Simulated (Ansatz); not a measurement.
Fields on a plane of SiC (4H type, space group P6_3mc)

```xyz
8
Lattice="3.0778 0.0000 0.0000 -1.5389 2.6654 0.0000 0.0000 0.0000 10.0773" Properties=species:S:1:pos:R:3 pbc="T T T"
Si     0.0000     0.0000     0.0030
Si     0.0000     0.0000     5.0417
Si     1.5389     0.8885     7.5605
Si     0.0000     1.7769     2.5218
C      0.0000     0.0000     8.1916
C      0.0000     0.0000     3.1529
C      1.5389     0.8885     5.6656
C      0.0000     1.7769     0.6269
```

The slice is a (-1 1 0 2) plane (indices of the conventional cell) through the point (0.333, 0.667, 0.062) (fractional), spanned by u = [110] and v = [1 -1 1] in vectors of this cell: u (3.08 Å) and v (11.40 Å, at 90° to u). It covers one period; positions are fractions (u, v).

Atoms on it: C at (0.00, 0.00). Other atoms lie within 1 Å of the plane.

These are r2SCAN (plane waves to 500 eV, PAW, scalar-relativistic; Ansatz, a program for electronic structure) values and carry that method's errors. k mesh 12×12×4. These are valence fields of a PAW run, semicore shells included where kept as valence: close to a nucleus they are smooth pseudo fields. SiC was relaxed with its symmetry unable to fall. The PAW data are Ansatz's earlier set.

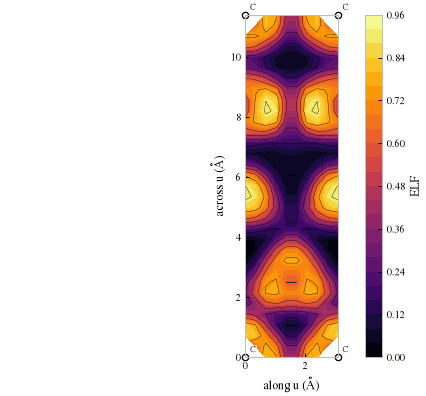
Fig. 1. Electron localisation function (ELF), one period of the plane, atoms marked. Points within 0.4 Å of a nucleus are left white, as the pseudised field means little there.

```
|999955220000225599|
|665522110000112255|
|221111000000001111|
|000000000000000000|
|000000000000000000|
|221111000000001111|
|554422110000112244|
|777755331111335577|
|999966331111336699|
|886644220000224466|
|222211000000001122|
|000000000000000000|
|000000000000000000|
|000000000000000000|
|221100000000000011|
|553311000000001133|
|665522000000002255|
|554422000000002244|
|222211000000001122|
|000000000000000000|
|000000000000000000|
|000000112222110000|
|000011335555331100|
|000022557777552200|
|001122669999662211|
|001122447777442211|
|000011222222221100|
|111100000000000011|
|332211000000001122|
|886622110000112266|
|999944220000224499|
|007766221111226677|
```
Scale: ten equal steps from 0.000 (start of '0') to 0.111 (end of '9'), in the order '0123456789'. Values: density of the highest valence band (whole band, smooth part) in e/Å³. The map has 9 points along u (two characters each, u = 0 at the left) and 32 along v (v = 0 in the bottom row).
